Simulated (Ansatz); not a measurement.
# One shape, several levels: triplet Si2H4F2

We compute a comparison of 6 runs (UHF/3-21G, U-wB97M-V/6-31G*, UBHLYP/6-31G*, UHSE06/6-31G*, RPA@PBE/6-31G*, UBCCD(T)/6-31G*) of triplet Si2H4F2. 

Program for the calculation: Ansatz 0.2.0.

56 further runs of the same task are left out: 56 set aside as unsound or not needed.

## 1. The molecule

Si2H4F2 has 8 atoms, charge 0, and is taken as a triplet. As SMILES of the parent species, `F[SiH2][SiH2]F`. The coordinates come from a PBE0-D4/def2-TZVP relaxation. This is one conformer, not always the lowest. That shape belongs to the parent species and isn't relaxed for this state.

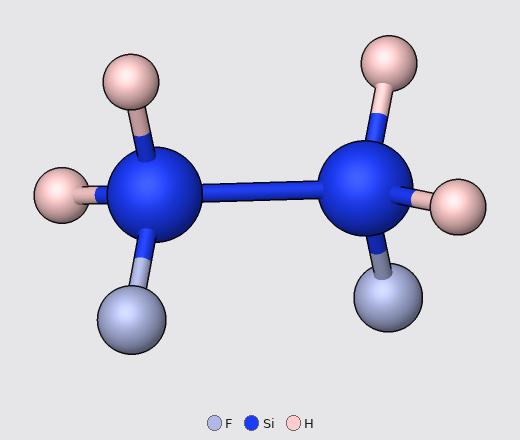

The structure, seen from a chosen angle (fluorine light blue, silicon blue, hydrogen pink).

## 2. The energy at UHF/3-21G (run 1)

Contents of input.yaml:

```yaml
crystal:
  periodic: [false, false, false]
  atoms:
    - {symbol: F, position_ang: [-1.934800, 1.205800, -0.274500]}
    - {symbol: Si, position_ang: [-0.357800, 1.128100, 0.012400]}
    - {symbol: Si, position_ang: [0.358600, -1.109600, 0.044100]}
    - {symbol: F, position_ang: [0.281000, -1.742000, -1.428800]}
    - {symbol: H, position_ang: [0.340100, 1.914200, -1.037000]}
    - {symbol: H, position_ang: [-0.099800, 1.743700, 1.341600]}
    - {symbol: H, position_ang: [1.774800, -1.164000, 0.495400]}
    - {symbol: H, position_ang: [-0.477100, -1.941900, 0.946800]}
basis:
  gaussian: {orbitals: 3-21G.json}
magnetization: {spin_polarized: true, initial_magnetization: 2}
hamiltonian: {xc: hf}
accuracy: high
output: {orbitals: {seedname: orbitals}}
```

The basis set 3-21G is read from a file made from the Basis Set Exchange's data (not shown).

Started as:

```
$ ansatz run input.yaml --threads 1 --pin off --max-ram 3480MiB --events-out events.jsonl --progress --plain --runs-dir runs
```

The log of the run:

```text
Warning: RAYON_NUM_THREADS=1 ignored (pool sized by the plan → 1); use --threads N
Functional definition: HF
  name "HF"
  exchange = exact_x
  correlation = 0
1154 factors; integrals over basis functions are off by at most 5.9e-9 eV
mean field evaluation 1: about -21079.0534 eV, gradient 2.4e1 eV
mean field evaluation 2: about -21079.0641 eV, gradient 2.4e1 eV
mean field evaluation 4: about -21081.7097 eV, gradient 1.6e0 eV
mean field evaluation 8: about -21081.7853 eV, gradient 2.1e-1 eV
mean field evaluation 16: about -21081.7883 eV, gradient 2.1e-8 eV
mean field evaluation 32: about -21081.7829 eV, gradient 1.3e-1 eV
mean field evaluation 64: about -21081.2060 eV, gradient 4.1e0 eV
mean field evaluation 96: about -21081.4191 eV, gradient 1.7e0 eV
mean field evaluation 128: about -21081.3780 eV, gradient 2.4e-1 eV
mean field -21081.78833748 eV, -774.7414316530 hartree, gradient 2.5e-8 eV, S^2 2.008643; 2 other end points of the search recorded, 0 dependent functions left out
reference -21081.78833748 eV, -774.7414316530 hartree; 26, 24 occupied and 26, 28 virtual orbitals, 1154 factors
Total energy: -21081.78833748 eV, -774.7414316530 hartree
```

It took 3.3 s on 1 thread of Arm Neoverse V2, shared host; peak memory 0.15 GiB.

## 3. The energy at U-wB97M-V/6-31G(d) (spherical functions) (run 2)

Contents of molecule.yaml:

```yaml
crystal:
  periodic: [false, false, false]
  atoms:
    - {symbol: F, position_ang: [-1.934800, 1.205800, -0.274500]}
    - {symbol: Si, position_ang: [-0.357800, 1.128100, 0.012400]}
    - {symbol: Si, position_ang: [0.358600, -1.109600, 0.044100]}
    - {symbol: F, position_ang: [0.281000, -1.742000, -1.428800]}
    - {symbol: H, position_ang: [0.340100, 1.914200, -1.037000]}
    - {symbol: H, position_ang: [-0.099800, 1.743700, 1.341600]}
    - {symbol: H, position_ang: [1.774800, -1.164000, 0.495400]}
    - {symbol: H, position_ang: [-0.477100, -1.941900, 0.946800]}
basis:
  gaussian:
    orbitals: 6-31G_st_-spherical.json
total_charge: 0
magnetization:
  spin_polarized: true
  initial_magnetization: 2
hamiltonian:
  xc: {name: wB97M-V}
accuracy: high
output:
  orbitals: {seedname: orbitals}
```

The basis set 6-31G* is read from a file made from the Basis Set Exchange's data (not shown).

Started as:

```
$ ansatz run molecule.yaml --threads 1 --pin off --max-ram 3480MiB --events-out events.jsonl --progress --plain --runs-dir runs
```

The log of the run:

```text
Warning: RAYON_NUM_THREADS=1 ignored (pool sized by the plan → 1); use --threads N
Functional definition: wB97M-V
  name "wB97M-V"
  parameter omega = 0.3/bohr
  parameter cx = 0.15
  parameter cx01 = 1.007
  parameter cx10 = 0.259
  parameter css00 = 0.443
  parameter css04 = -1.437
  parameter css10 = -4.535
  parameter css20 = -3.390
  parameter css43 = 4.278
  parameter cos00 = 1.000
  parameter cos10 = 1.358
  parameter cos20 = 2.924
  parameter cos21 = -8.812
  parameter cos60 = -1.390
  parameter cos61 = 9.142
  parameter b = 6.0
  parameter c = 0.01
  gx(w, u) = 1 - cx + cx01*u + cx10*w
  gss(w, u) = css00 + css04*u^4 + css10*w + css20*w^2 + css43*w^4*u^3
  gos(w, u) = cos00 + cos10*w + (cos20 + cos21*u)*w^2 + (cos60 + cos61*u)*w^6
  exchange = spin_sum(e_x_unif_sr(omega)*gx(b97_w, b97_u_x)) + cx*exact_x_sr(omega) + exact_x_lr(omega)
  correlation = spin_sum(e_c_pw_mod_same_spin*gss(b97_w, b97_u_same))
      + integral(e_c_pw_mod_opposite_spin*gos(b97_w_opposite, b97_u_opposite)) + vv10(b, c)
1575 factors; integrals over basis functions are off by at most 4.2e-9 eV
374 factors; integrals over basis functions are off by at most 2.0e-9 eV
mean field evaluation 1: about -21243.9831 eV, gradient 2.7e1 eV
mean field evaluation 2: about -21242.9073 eV, gradient 3.6e1 eV
mean field evaluation 4: about -21246.7351 eV, gradient 4.6e-1 eV
mean field evaluation 8: about -21246.8942 eV, gradient 1.1e-1 eV
mean field evaluation 16: about -21246.8951 eV, gradient 1.6e-3 eV
mean field evaluation 32: about -21246.8951 eV, gradient 2.5e-6 eV
mean field -21246.89508002 eV, -780.8089925281 hartree, gradient 6.8e-8 eV, S^2 2.001965; 2 other end points of the search recorded, 0 dependent functions left out
reference -21246.89508513 eV, -780.8089927159 hartree; 26, 24 occupied and 46, 48 virtual orbitals, 1575 factors
Total energy: -21246.89508513 eV, -780.8089927159 hartree
```

Wall time 2.6 min (1 thread of Arm Neoverse V2, shared host); peak memory 0.95 GiB.

Runs 3 to 4 aren't shown in full; the table further down has their settings and results.

## 4. A single-point energy at RPA@PBE/6-31G(d) (spherical functions) (run 5)

Contents of in.yaml:

```yaml
crystal:
  periodic: [false, false, false]
  atoms:
    - {symbol: F, position_ang: [-1.934800, 1.205800, -0.274500]}
    - {symbol: Si, position_ang: [-0.357800, 1.128100, 0.012400]}
    - {symbol: Si, position_ang: [0.358600, -1.109600, 0.044100]}
    - {symbol: F, position_ang: [0.281000, -1.742000, -1.428800]}
    - {symbol: H, position_ang: [0.340100, 1.914200, -1.037000]}
    - {symbol: H, position_ang: [-0.099800, 1.743700, 1.341600]}
    - {symbol: H, position_ang: [1.774800, -1.164000, 0.495400]}
    - {symbol: H, position_ang: [-0.477100, -1.941900, 0.946800]}
basis:
  gaussian: {orbitals: 6-31G_st_-spherical.json}
magnetization: {spin_polarized: true, initial_magnetization: 2}
hamiltonian: {xc: pbe}
correlation: {method: rpa, frozen_orbitals: {F: 1, H: 0, Si: 5}}
accuracy: high
```

The basis set 6-31G* is read from a file made from the Basis Set Exchange's data (not shown).

Started as:

```
$ ansatz run in.yaml --threads 1 --pin off --max-ram 3480MiB --events-out events.jsonl --progress --plain --runs-dir runs
```

The log of the run:

```text
Warning: RAYON_NUM_THREADS=1 ignored (pool sized by the plan → 1); use --threads N
Functional definition: PBE
  name "PBE"
  parameter kappa = 0.804
  parameter beta = 0.06672455060314922
  exchange = pbe_x(kappa = kappa, mu = beta*pi^2/3)
  correlation = pbe_c(beta = beta)
1575 factors; integrals over basis functions are off by at most 4.2e-9 eV
mean field evaluation 1: about -21234.2937 eV, gradient 2.7e1 eV
mean field evaluation 2: about -21234.2800 eV, gradient 2.7e1 eV
mean field evaluation 4: about -21236.3185 eV, gradient 7.0e0 eV
mean field evaluation 8: about -21236.6106 eV, gradient 5.9e-2 eV
mean field evaluation 16: about -21236.6095 eV, gradient 1.1e-4 eV
mean field evaluation 32: about -21236.1867 eV, gradient 3.3e0 eV
mean field evaluation 64: about -21231.4148 eV, gradient 1.5e1 eV
mean field -21236.60953285 eV, -780.4310056413 hartree, gradient 4.8e-8 eV, S^2 2.001528; 7 other end points of the search recorded, 0 dependent functions left out
12 core orbitals not correlated: weight in the atoms' cores, before any rotation towards them, 1.000 or more for the frozen orbitals, at most 0.000 for the correlated occupied ones
reference -21193.49766475 eV, -778.8466737107 hartree; 14, 12 occupied and 46, 48 virtual orbitals, 1575 factors
Total energy: -21216.14996037 eV, -779.6791302208 hartree
```

Wall time 28 s (1 thread of Arm Neoverse V2, shared host); peak memory 0.27 GiB.

## 5. The energy at UBCCD(T)/6-31G(d) (spherical functions) (run 6)

Contents of job.yaml:

```yaml
crystal:
  periodic: [false, false, false]
  atoms:
    - symbol: F
      position_ang: [-1.934800, 1.205800, -0.274500]
    - symbol: Si
      position_ang: [-0.357800, 1.128100, 0.012400]
    - symbol: Si
      position_ang: [0.358600, -1.109600, 0.044100]
    - symbol: F
      position_ang: [0.281000, -1.742000, -1.428800]
    - symbol: H
      position_ang: [0.340100, 1.914200, -1.037000]
    - symbol: H
      position_ang: [-0.099800, 1.743700, 1.341600]
    - symbol: H
      position_ang: [1.774800, -1.164000, 0.495400]
    - symbol: H
      position_ang: [-0.477100, -1.941900, 0.946800]
basis:
  gaussian: {orbitals: 6-31G_st_-spherical.json}
magnetization: {spin_polarized: true, initial_magnetization: 2}
correlation: {method: bccd_t, frozen_orbitals: {F: 1, H: 0, Si: 5}}
accuracy: high
scf: {omitted_lower_state_checks: [cluster_reference, increment]}
```

The basis set 6-31G* is read from a file made from the Basis Set Exchange's data (not shown).

Started as:

```
$ ansatz run job.yaml --threads 1 --pin off --max-ram 3480MiB --events-out events.jsonl --progress --plain --runs-dir runs
```

The log of the run:

```text
Warning: RAYON_NUM_THREADS=1 ignored (pool sized by the plan → 1); use --threads N
[... 13 lines left out ...]
12 core orbitals not correlated: weight in the atoms' cores, before any rotation towards them, 1.000 or more for the frozen orbitals, at most 0.000 for the correlated occupied ones
[... 35 lines left out ...]
Total energy: -21210.08563414 eV, -779.4562703423 hartree
Checks for a lower state left out: cluster_reference, increment
```

Wall time 56 s (1 thread of Arm Neoverse V2, shared host); peak memory 0.67 GiB.

## 6. All runs side by side

| run | level | frozen core orbitals | energy (Eh) | HOMO energy (eV) | ⟨S²⟩ | wall time |
| --- | --- | --- | --- | --- | --- | --- |
| 1 | UHF/3-21G | – | -774.741432 | -3.91 | 2.009 | 3.3 s |
| 2 | U-wB97M-V/6-31G* (spherical functions) | – | -780.808993 | -4.56 | 2.002 | 2.6 min |
| 3 | UBHLYP/6-31G* (spherical functions) | – | -780.836913 | -3.52 | 2.004 | 21 s |
| 4 | UHSE06/6-31G* (spherical functions) | – | -780.462448 | -2.65 | 2.002 | 26 s |
| 5 | RPA@PBE/6-31G* (spherical functions) | 12 | -779.679130 | – | 2.002 | 28 s |
| 6 | UBCCD(T)/6-31G* (spherical functions) | 12 | -779.456270 | – | 2.006 | 56 s |

## 7. Summary of results

| quantity | value |
| --- | --- |
| run 6: total energy | -779.45627 Eh |
| run 6: correlation energy (12 core orbitals frozen) | -547.0 mEh |
| run 6: (T) correction | -14.94 mEh |
| run 6: ⟨S²⟩ of the reference determinant | 2.006 |

In words: Totals of different functionals can't be ranked against each other. All runs together took 4.8 min, the longest 2.6 min.
